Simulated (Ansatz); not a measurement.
A series of calculations on BSiH₆

**1. Relaxation**

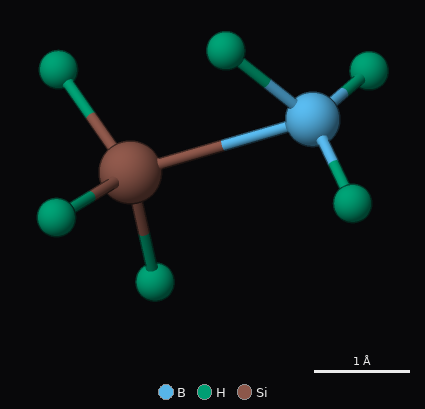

This is the input geometry for a relaxation of BSiH6 (multiplicity 2). Style: ball-and-stick. Shown from a free direction.

The run prepares an end point of a later path (reaction) calculation, from a guessed geometry.

These are results of UKS LDA/def2-SVP (Ansatz 0.2.0), not measurements.

Input
```yaml
crystal:
  periodic: [false, false, false]
  atoms:
    - { symbol: B, position_ang: [0.175844, 0.146209, 0.651964] }
    - { symbol: H, position_ang: [0.406245, 1.313787, 0.491494] }
    - { symbol: H, position_ang: [0.806846, -0.771913, 0.166201] }
    - { symbol: H, position_ang: [-1.016225, -0.144379, 0.988701] }
    - { symbol: Si, position_ang: [-0.094596, -0.103202, 2.688181] }
    - { symbol: H, position_ang: [-0.58935, -1.468614, 3.056301] }
    - { symbol: H, position_ang: [1.318938, 0.088699, 3.220113] }
    - { symbol: H, position_ang: [-1.007702, 0.939414, 3.249246] }
magnetization:
  spin_polarized: true
  initial_magnetization: 1
basis:
  gaussian: { orbitals: def2-SVP }
hamiltonian:
  xc: lda
relax:
  f_tol: 0.03
  max_steps: 50
```

Launched with:
```bash
ansatz run input.yaml --threads 1 --pin off --max-ram 2048MiB --backend cpu --events-out ev --progress --plain --runs-dir out
```

Q: What does the optimiser find from here?

A: H2 moves most after the best rigid fit: 0.026 Å. Largest moves by element: H 0.026 Å, B 0.004 Å, Si 0.003 Å. Some distances before and after: B1–H2 1.201 → 1.217 Å, Si5–H6 1.498 → 1.503 Å. The energy falls by 0.43 kJ/mol in 2 geometry steps. The largest force component goes from 0.36 to 0.0051 eV/Å. The run took 4.7 s on 1 thread of Arm Neoverse V1, with other jobs on the host, peak memory 0.11 GiB.

Final geometry:

```xyz
8

B     0.1789    0.1436    0.6526
H     0.4128    1.3237    0.4686
H     0.8031   -0.7733    0.1562
H    -1.0119   -0.1454    0.9951
Si   -0.0943   -0.1049    2.6906
H    -0.5916   -1.4752    3.0570
H     1.3137    0.0917    3.2301
H    -1.0108    0.9397    3.2618
```

**2. Relaxation**

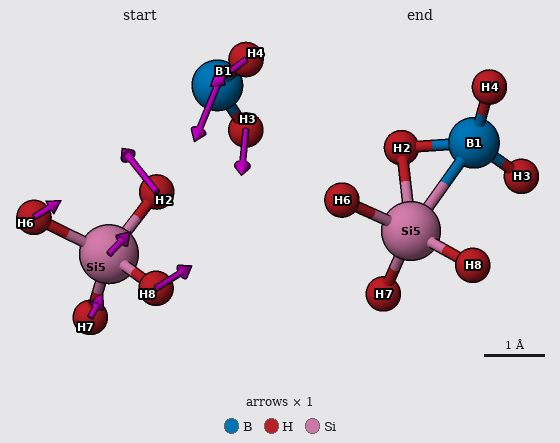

The structure of BSiH6 (multiplicity 2) before (left) and after (right) a relaxation, at one scale. The purple arrows give the displacements, at their true length.

A ball-and-stick model, seen from a free direction.

The run prepares an end point of a later path (reaction) calculation, from a guessed geometry.

Computed with UKS LDA/def2-SVP in Ansatz.

Input file:
```yaml
crystal:
  periodic: [false, false, false]
  atoms:
    - { symbol: B, position_ang: [0.003679, -0.34358, -0.549767] }
    - { symbol: H, position_ang: [-0.012298, -0.009527, 1.804782] }
    - { symbol: H, position_ang: [1.103007, 0.164082, -0.657519] }
    - { symbol: H, position_ang: [-1.097103, 0.160498, -0.662347] }
    - { symbol: Si, position_ang: [-0.001736, 0.003391, 3.283943] }
    - { symbol: H, position_ang: [-0.768769, -1.188045, 3.779336] }
    - { symbol: H, position_ang: [1.422773, -0.059354, 3.754611] }
    - { symbol: H, position_ang: [-0.649553, 1.272534, 3.75916] }
magnetization:
  spin_polarized: true
  initial_magnetization: 1
basis:
  gaussian: { orbitals: def2-SVP }
hamiltonian:
  xc: lda
relax:
  f_tol: 0.03
  max_steps: 50
```

Launched with:
```bash
ansatz run input.yaml --threads 1 --pin off --max-ram 2048MiB --backend cpu --events-out ev --progress --plain --runs-dir out
```

### What changed between the two?

H2 moves most after the best rigid fit: 1.30 Å. Largest moves by element: H 1.30 Å, B 1.22 Å, Si 0.59 Å. Some distances before and after: B1–Si5 3.849 → 2.071 Å, B1–H2 2.378 → 1.272 Å, H2–Si5 1.479 → 1.929 Å, Si5–H8 1.502 → 1.520 Å. New bonds form, among them: B1–H2 (2.38 → 1.27 Å), B1–Si5 (3.85 → 2.07 Å). Bond angles that change, for instance: H3–B1–H4 129.6° → 124.8°. After 16 geometry steps the energy has fallen by 2.046 eV. The largest force component goes from 0.9 to 0.0082 eV/Å. Cost: 22 s on 1 thread of Arm Neoverse V1, with other jobs on the host, peak memory 0.12 GiB.

Limits of the set-up: the start holds two separate molecules, 2.4 Å apart at their closest, whose relative position is a soft coordinate and is computed without a dispersion correction.

**3. Path**

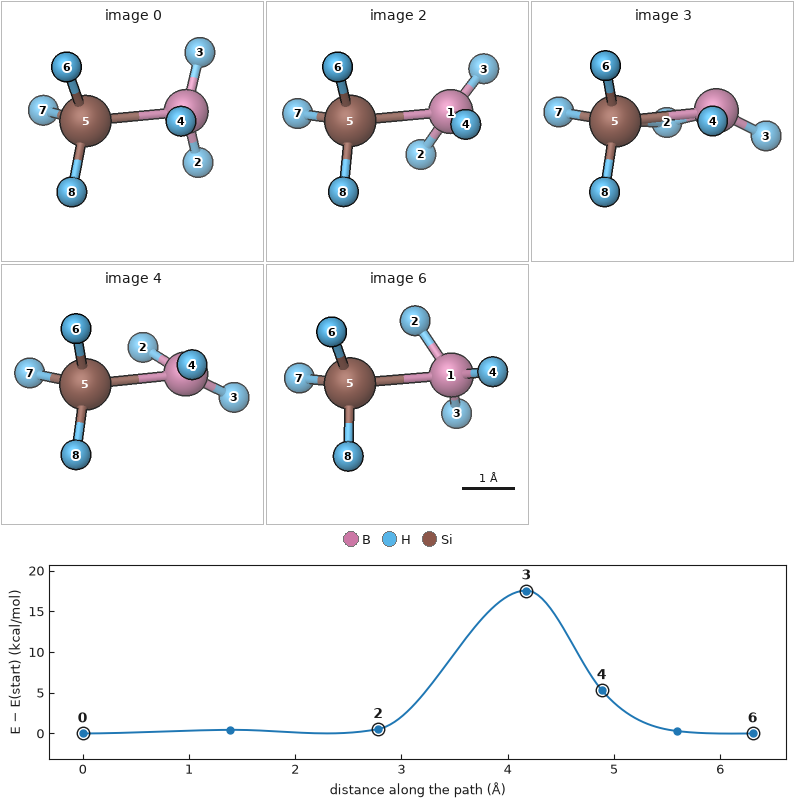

A nudged-elastic-band calculation for BSiH6 (multiplicity 2). Images are numbered from 0 (start) to 6 (end). The picture is a ball-and-stick view, seen from a free direction.

Level of theory: UKS LDA/def2-SVP in Ansatz. Set-up: 5 movable images; climbing image; force threshold 0.05 eV/Å; iteration limit 60; starting path through a guess of the saddle point.

Describe the mechanism and the energy profile.

The barrier is about 17.6 kcal/mol in both directions, with image 3 at the top; the ends have the same energy. No bond forms or breaks between the ends. Among the angles between lasting bonds that change up to the highest image: H2–B1–Si5 106.9° → 57.1°, H3–B1–Si5 112.3° → 148.6°. The band converged in 27 iterations, with a climbing image at the top.

The run took 2.6 min on 1 thread of Arm Neoverse V1, with other jobs on the host, peak memory 0.12 GiB.
